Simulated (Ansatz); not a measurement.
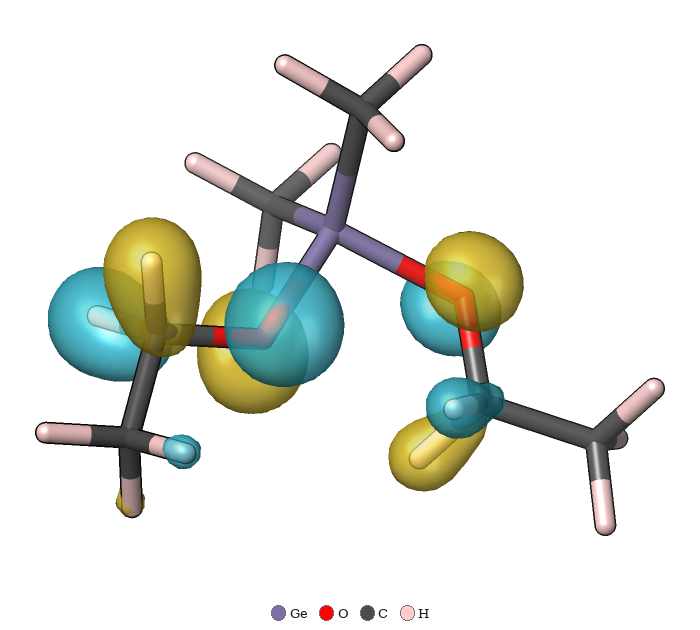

Figure 1: C₆H₁₆GeO₂ (Ge(OEt)2Me2) (charge +1, doublet). The HOMO (β) at ±0.15 Å⁻³ᐟ² (yellow and cyan are the two phases), seen at a tilt.

Geometry: PBE-D4/def2-SVP.

Theory: UKS PBE0-D4/def2-TZVP (Ansatz 0.2.0).

```xyz
25

Ge   -1.1303    0.0140   -0.2138
O    -0.8126    0.0507    1.5997
C     0.4896    0.0891    2.1061
C     0.5289    0.0183    3.6088
H     1.1073   -0.7101    1.5996
H     1.0117    1.0051    1.6978
H     1.5762    0.0704    3.9641
H    -0.0384    0.8564    4.0624
H     0.0798   -0.9284    3.9727
O     0.6001    0.0740   -0.7797
C     1.0352   -0.0270   -2.1324
C     2.5452   -0.0359   -2.2024
H     0.5982   -0.9450   -2.6001
H     0.6109    0.8296   -2.7164
H     2.8733   -0.0994   -3.2585
H     2.9691    0.8892   -1.7636
H     2.9621   -0.9061   -1.6573
C    -2.0675    1.6723   -0.6324
H    -2.2879    1.6831   -1.7176
H    -1.4262    2.5306   -0.3591
H    -3.0104    1.6958   -0.0529
C    -1.9400   -1.7218   -0.5802
H    -2.8800   -1.7999   -0.0010
H    -1.2368   -2.5205   -0.2795
H    -2.1575   -1.7846   -1.6644
```

### Where does this orbital lie, and at what energy?

Its weight (Hirshfeld) is mainly on O10 (about 35 %), O2 (about 15 %), C11 (about 10 %), H14 (about 5 %) and H13 (about 5 %). Its energy is −11.75 eV.
